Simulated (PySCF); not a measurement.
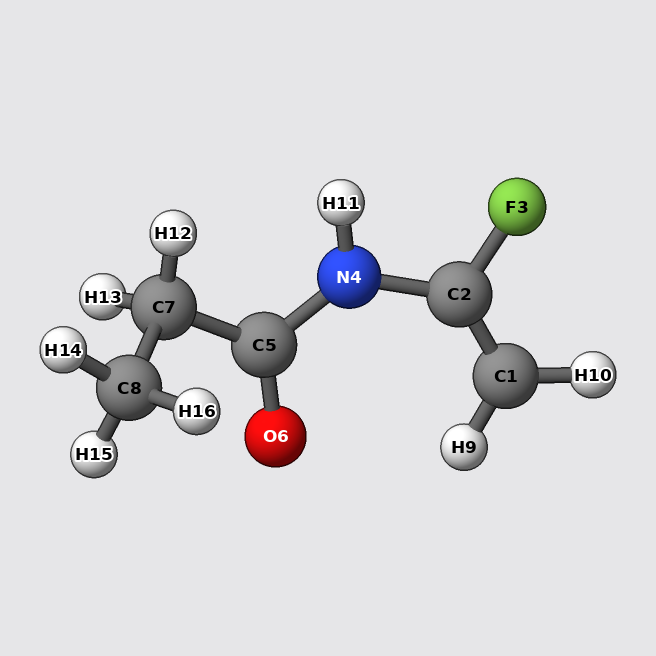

Geometry: a frame of a GFN2-xTB molecular-dynamics simulation, not a minimum. Method: GIAO PBE0/pcSseg-1 NMR shielding, non-relativistic, gas phase (PySCF 2.14.0). Principal shieldings σ11 ≤ σ22 ≤ σ33, span Ω = σ33 − σ11, skew κ = 3(σiso − σ22)/Ω.

Give the shielding tensors of the O atoms.

```csv
atom,σ11,σ22,σ33,σiso,Ω,κ
O6,−502.4,−274.2,368.2,−136.1,870.6,0.48
```

Shieldings and span in ppm.
